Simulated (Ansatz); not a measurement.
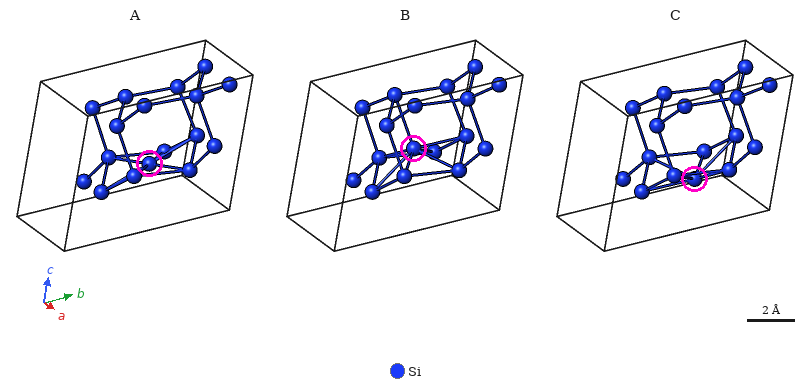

3 geometries from a converged minimum-energy path of Si with an interstitial Si (17 atoms in the cell), shuffled. A ball-and-stick model of the reduced simulation cell (origin moved), seen slightly off an axis. The moving atom is ringed, with any periodic copies. Lengths and directions refer to the drawn axes. Bonds to atoms that aren't drawn are left out.

The calculation used Ansatz 0.2.0, DFT PBE-D3(BJ), scalar-relativistic, plane waves, PAW. Set-up: plane-wave cutoff 420 eV; k-point mesh 2 × 2 × 2; Gaussian smearing 0.05 eV; 3 movable images; climbing image; force threshold 0.03 eV/Å; iteration limit 66; starting path by image-dependent pair potential.

**One of them is the converged climbing image. Which?**

A. In order along the path, whose images run from 0 to 4: B (image 1, +0.20 eV), A (image 2, +0.30 eV), C (image 3, +0.20 eV). A Si atom travels furthest, 2.35 Å from end to end, along [1 1 −3], on a straight line. At the highest image its nearest neighbour (Si) is 2.40 Å away, against 2.39 Å at the start, and the surrounding atoms stand up to 0.39 Å off the mean of their end positions. Breaking: Si–Si (2.39 → 4.70 Å). Forming: Si–Si (4.71 → 2.39 Å).

Limits of the set-up: the periodic images lie only 7.7 Å apart, so the values are limited by the cell's size.

Cost: 61 min on 1 thread of Arm Neoverse N1, on a shared host, peak memory 0.78 GiB.

PAW datasets: the set soft_1.
